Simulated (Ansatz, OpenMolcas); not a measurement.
**A ladder of methods for GeSiH5Cl (SMILES Cl[SiH2][GeH3])**

GeSiH5Cl: 8 atoms, total charge 0, spin state singlet. As SMILES, `Cl[SiH2][GeH3]`. The shape is that of a PBE0-D4/def2-TZVP optimisation.

Quantity: the vertical energy of the triplet above the singlet, in eV. The values are calculated.

```tsv
level	kind	program	value (eV)	CPU time (all runs)
HF/cc-pVDZ	Hartree–Fock	OpenMolcas	6.36	34 s
revPBE/cc-pVDZ	GGA	OpenMolcas	5.53	2.1 min
M06-L/cc-pVDZ	meta-GGA	OpenMolcas	5.88	3 min
BHLYP/cc-pVDZ	global hybrid	OpenMolcas	6.25	2.2 min
r2SCAN0/cc-pVDZ	hybrid meta-GGA	Ansatz	5.92	97 s
PBE-QIDH/cc-pVDZ	double hybrid	Ansatz	6.22	45 s
RPA@PBE/cc-pVDZ	RPA	Ansatz	6.01	55 s
CCSD/cc-pVDZ	coupled cluster or CI	Ansatz	6.34	1.9 min
```

All-electron rows without a relativistic Hamiltonian named are non-relativistic. The values span 5.53 to 6.36 eV. A triplet this far above the singlet is often a Rydberg-like or dissociative state; sets without diffuse functions put Rydberg states too high. In the correlated wave-function rows the outer d shell of Ge is correlated, in sets not made for it. The second state's dipole differs much between rows, so they may not all be the same state. Times are those of the runs behind each value, whatever else they computed, on shared processors of several kinds: orders of magnitude only.

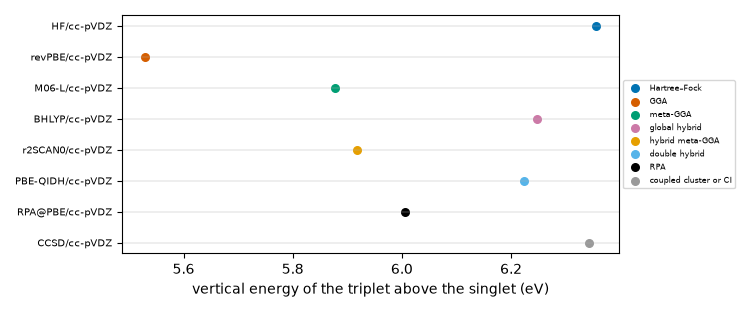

The values of the table, level by level.
